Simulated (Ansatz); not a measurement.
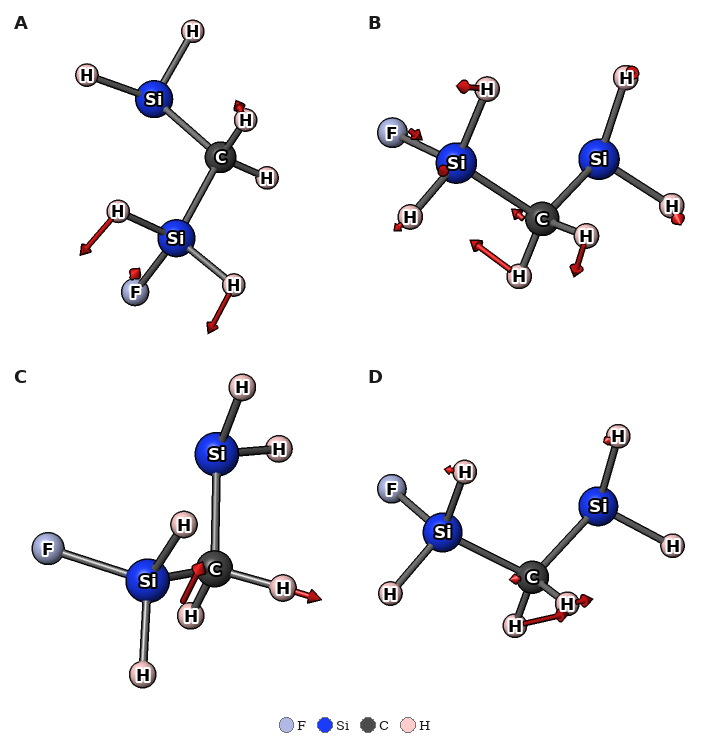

4 normal modes of one molecule or complex, as arrows. Charge 0, doublet. Harmonic vibrations computed with UKS PBE0-D4/def2-TZVP (Ansatz 0.2.0) at a stationary point of the same level.

> Match the panels to the wavenumbers 273 cm⁻¹, 863 cm⁻¹, 1070 cm⁻¹, 3102 cm⁻¹.

A: 863 cm⁻¹
B: 273 cm⁻¹, angle bending
C: 3102 cm⁻¹, out-of-phase stretching of 2 C–H bonds
D: 1070 cm⁻¹
